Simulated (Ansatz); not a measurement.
**PH3S (SMILES [PH3]=S): the vertical energy of the triplet above the singlet, rung by rung**

PH3S has 5 atoms, charge 0, and is taken as a singlet. SMILES: `[PH3]=S`. Geometry: relaxed at GFN2-xTB.

Quantity: the vertical energy of the triplet above the singlet, in eV. The values are calculated.

```json
{"level": "HF/STO-3G", "kind": "Hartree–Fock", "program": "Ansatz", "value (eV)": "5.62", "less FCI/STO-3G": "-0.39", "CPU time (all runs)": "0.45 s"}
{"level": "PBE/STO-3G", "kind": "GGA", "program": "Ansatz", "value (eV)": "5.83", "less FCI/STO-3G": "-0.18", "CPU time (all runs)": "6.1 s"}
{"level": "r2SCAN0/STO-3G", "kind": "hybrid meta-GGA", "program": "Ansatz", "value (eV)": "5.80", "less FCI/STO-3G": "-0.21", "CPU time (all runs)": "33 s"}
{"level": "HSE06/STO-3G", "kind": "range-separated hybrid", "program": "Ansatz", "value (eV)": "5.84", "less FCI/STO-3G": "-0.17", "CPU time (all runs)": "7.3 s"}
{"level": "MP2/STO-3G", "kind": "perturbation theory", "program": "Ansatz", "value (eV)": "6.01", "less FCI/STO-3G": "0.00", "CPU time (all runs)": "0.51 s"}
{"level": "CCSDT/STO-3G", "kind": "coupled cluster or CI", "program": "Ansatz", "value (eV)": "6.01", "less FCI/STO-3G": "0.00", "CPU time (all runs)": "0.88 s"}
{"level": "CCSDTQ/STO-3G", "kind": "coupled cluster or CI", "program": "Ansatz", "value (eV)": "6.01", "less FCI/STO-3G": "0.00", "CPU time (all runs)": "33 s"}
{"level": "FCI/STO-3G", "kind": "exact in the basis", "program": "Ansatz", "value (eV)": "6.01", "less FCI/STO-3G": "0.00", "CPU time (all runs)": "3.9 s"}
```

FCI/STO-3G is exact within its basis and frozen core, so for wave-function methods in that basis the difference is their error; functionals converge differently with the basis, so for them it is only a difference. The values span 5.62 to 6.01 eV. All rows use very small basis sets, so even the best lies far from the true value. Times are those of the runs behind each value, whatever else they computed, on shared processors of several kinds: orders of magnitude only.

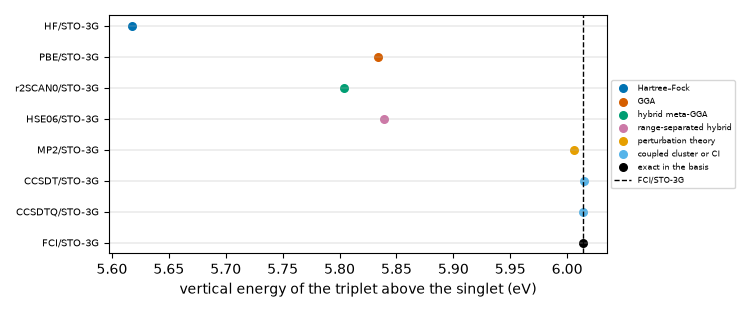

The values of the table, level by level.
